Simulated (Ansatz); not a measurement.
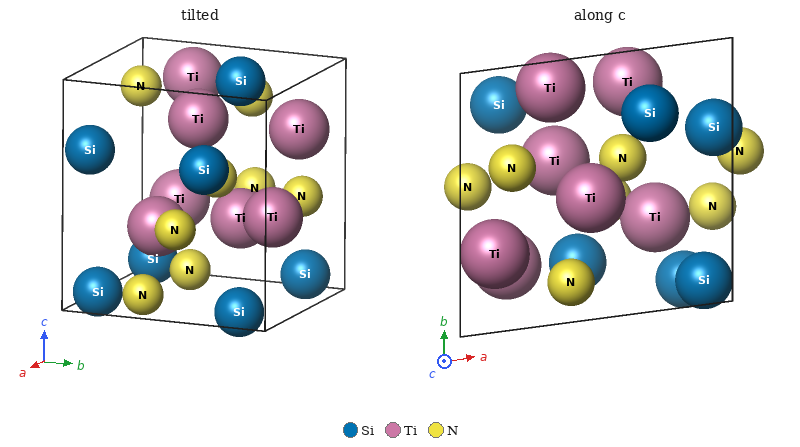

We look at a spheres-only model of the crystal slightly off an axis and along the c axis. The edges of the simulation cell are marked.

The program read this input:
```yaml
crystal:
  lattice:
    - [6.50428, 0.419904, -0.055204]
    - [0.419904, 6.235821, -0.024401]
    - [-0.055204, -0.024401, 6.419048]
  atoms:
    - { symbol: Si, position: [0.8228444208, 0.1063704886, 0.0588354991] }
    - { symbol: Si, position: [0.931398683, 0.6682288639, 0.6565150496] }
    - { symbol: Si, position: [0.6968481123, 0.7542447461, 0.005704482] }
    - { symbol: Si, position: [0.1417459105, 0.8616773478, 0.0777431545] }
    - { symbol: Si, position: [0.4312370239, 0.2241474574, 0.1399634784] }
    - { symbol: Si, position: [0.8950268846, 0.0923235161, 0.6854270561] }
    - { symbol: Ti, position: [0.4795439291, 0.462188283, 0.7772117925] }
    - { symbol: Ti, position: [0.6152468089, 0.8844212108, 0.4131985026] }
    - { symbol: Ti, position: [0.7156004237, 0.3564601068, 0.3450490057] }
    - { symbol: Ti, position: [0.1269448042, 0.2976666487, 0.8783058522] }
    - { symbol: Ti, position: [0.3473903735, 0.6221175092, 0.3366227272] }
    - { symbol: Ti, position: [0.3314227604, 0.9011424478, 0.7446169387] }
    - { symbol: Ti, position: [0.1696437908, 0.2514780078, 0.3522835421] }
    - { symbol: "N", position: [0.5440636501, 0.4516350455, 0.1344352921] }
    - { symbol: "N", position: [0.0279650043, 0.5661180145, 0.4057892527] }
    - { symbol: "N", position: [0.3238656152, 0.9152436881, 0.4540804483] }
    - { symbol: "N", position: [0.5968920976, 0.5991646433, 0.5580377007] }
    - { symbol: "N", position: [0.9265765077, 0.369855268, 0.0886558876] }
    - { symbol: "N", position: [0.1910710473, 0.6149926216, 0.8362673125] }
    - { symbol: "N", position: [0.4072623021, 0.151901503, 0.8786948909] }
basis:
  ecutwfc: 420
kpoints:
  mp_grid: { grid: [4, 4, 4] }
hamiltonian:
  xc: pbe
scf:
  occupations: { method: fermi_dirac, width: 0.3447 }
output:
  forces: true
  stress: true
  eigenvalues: true
  populations: true
  write_density: true
  write_potential: true
  elf: true
  volumetric_format: npy
```
Run as:
```sh
ansatz run input.yaml --threads 2 --pin off --max-ram 5120MiB --backend cpu --events-out ev --progress --plain --runs-dir out
```

Method used: Ansatz 0.2.0, DFT PBE, scalar-relativistic, plane waves, PAW. It ran with a cutoff energy of 420 eV, a 4×4×4 k-point mesh, Fermi-Dirac smearing of 0.34 eV, no spin polarisation.

### Is the electronic structure metallic or gapped?

A metal: bands cross the Fermi level.

### State the hydrostatic pressure.

The computed pressure is 8.0 GPa (compressed: it would expand). The stress isn't hydrostatic: its largest component is 10.5 GPa.

Origin of the cell: a structure type filled with these elements by a generator (whether the compound takes this form wasn't checked). Earlier steps of the study may have refined or changed the cell and positions. It went into a calculation with Ansatz.

At this level of theory the cell isn't at rest (forces up to 4.1 eV/Å), so its distances can differ from those at equilibrium, the more so the softer the solid.
